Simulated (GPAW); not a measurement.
# Ti K edge of the forms of TiO2

Can the Ti K edge tell the forms of TiO2 apart?

Each spectrum comes from a core-hole supercell calculation (GPAW, PBE, full core hole (charged cell), supercells with 5.4 to 5.5 Å between holes, Gaussian full width 0.94 eV up to 4 eV, rising linearly to 3.5 eV at 25 eV). Logs are left out.

### 1. The absorbers

| crystal | absorber's surroundings | formal state | own zero (eV) | rising edge (eV) | first and strongest maxima up to 30 eV above its own zero, eV (height) |
| --- | --- | --- | --- | --- | --- |
| TiO2 (Anatase, I4_1/amd) | 4 O at 1.93 Å and 2 O at 1.98 Å (distorted octahedral, site symmetry -4m2) | 4 | 4961.7 | 4973.2 | 0.6 eV (0.23), 2.9 eV (0.39), 5.5 eV (0.43) and 17.3 eV (3.34) |
| TiO2 (Rutile, P4_2/mnm) | 4 O at 1.95 Å and 2 O at 1.98 Å (octahedral, site symmetry mmm) | 4 | 4961.7 | 4972.2 | 2.5 eV (0.32), 5.5 eV (0.35), 17.9 eV (3.15) and 22.2 eV (2.98) |

Volume per atom: 11.35 Å³ (I4_1/amd) and 10.39 Å³ (P4_2/mnm).

The rising edge is the photon energy at which the scaled intensity last rises through 0.6 before the main maximum (total-energy differences plus the lowest empty eigenvalue of the charged cell, less 22.8 eV, the free-atom term for the hole's spin); it carries a common error. Such values are good to a few eV.

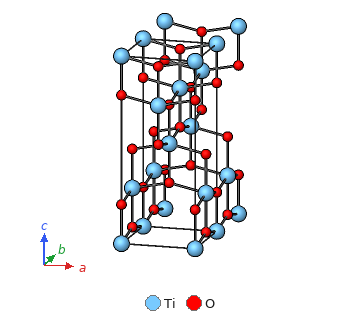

TiO2 (Anatase, I4_1/amd) (titanium blue, oxygen red). 1×2×1 conventional cells are drawn. Some periodic images of atoms are drawn too.

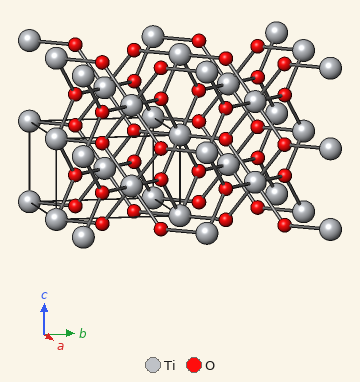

TiO2 (Rutile, P4_2/mnm) (titanium light grey, oxygen red). 2×2×2 cells are drawn. Some periodic images of atoms are drawn too.

### 2. The spectra

Energy from 4961.7 eV, the lowest zero; each curve has a mean of 1 over its first 20 eV:

| E (eV) | TiO2 I4_1/amd | TiO2 P4_2/mnm |
| --- | --- | --- |
| -2.0 | 0.00 | 0.00 |
| -0.5 | 0.01 | 0.00 |
| 1.0 | 0.15 | 0.02 |
| 2.5 | 0.29 | 0.32 |
| 4.0 | 0.18 | 0.07 |
| 5.5 | 0.43 | 0.35 |
| 7.0 | 0.04 | 0.03 |
| 8.5 | 0.10 | 0.05 |
| 10.0 | 0.34 | 0.36 |
| 11.5 | 0.61 | 1.10 |
| 13.0 | 0.73 | 1.16 |
| 14.5 | 1.43 | 1.36 |
| 16.0 | 2.68 | 2.04 |
| 17.5 | 3.33 | 3.08 |
| 19.0 | 2.71 | 2.93 |
| 20.5 | 2.31 | 2.75 |
| 22.0 | 2.15 | 2.98 |
| 23.5 | 1.94 | 2.76 |
| 25.0 | 1.90 | 2.29 |
| 26.5 | 1.85 | 1.72 |
| 28.0 | 1.72 | 1.26 |
| 29.5 | 1.75 | 1.20 |
| 31.0 | 1.83 | 1.37 |

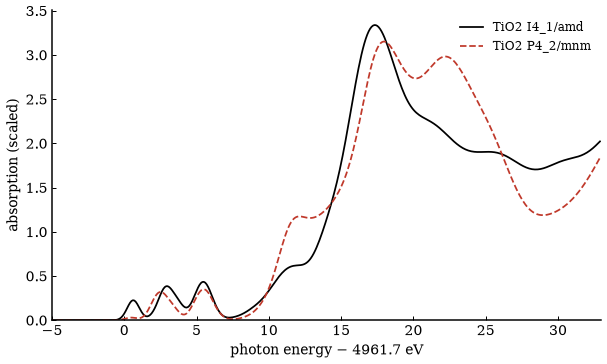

The Ti K edges.

### 3. Reading

After the best relative shift (up to 4 eV allowed) the shapes differ by 21 % r.m.s. (of the curve's own r.m.s. level). Between 0 and 30 eV on the axis shown, they part most near 22.8 eV, where TiO2 (Rutile, P4_2/mnm) is higher by 0.9. The rising edges span 1.0 eV, lowest for TiO2 (Rutile, P4_2/mnm). The computed edges of the forms differ. How much of a difference is left by the finite cells wasn't tested for these crystals. For TiO2 (Anatase, I4_1/amd): a K edge sees empty p states. The first eV above the zero hold little dipole weight, as the lowest empty bands are of d character; the main edge, of 4p character, rises through 0.6 near 12 eV above the zero. For TiO2 (Rutile, P4_2/mnm): a K edge sees empty p states. The first eV above the zero hold little dipole weight, as the lowest empty bands are of d character; the main edge, of 4p character, rises through 0.6 near 10 eV above the zero.

Quadrupole 1s→3d transitions, which feed the pre-edge, are not in the dipole spectrum. Lifetime broadening is put in by hand, and intensities beyond about 20 eV depend on it. Meshes are coarse enough for small ripples in TiO2 (Anatase, I4_1/amd) and TiO2 (Rutile, P4_2/mnm). All cells keep the holes under 6.5 Å apart, so shapes are probably not fully converged. The structures are entries of the Crystallography Open Database, used as given.

[Hosts, paths, dates, database ids (printed as entryN), source tags and the programs' standing remarks are cut or masked in the printed files.]
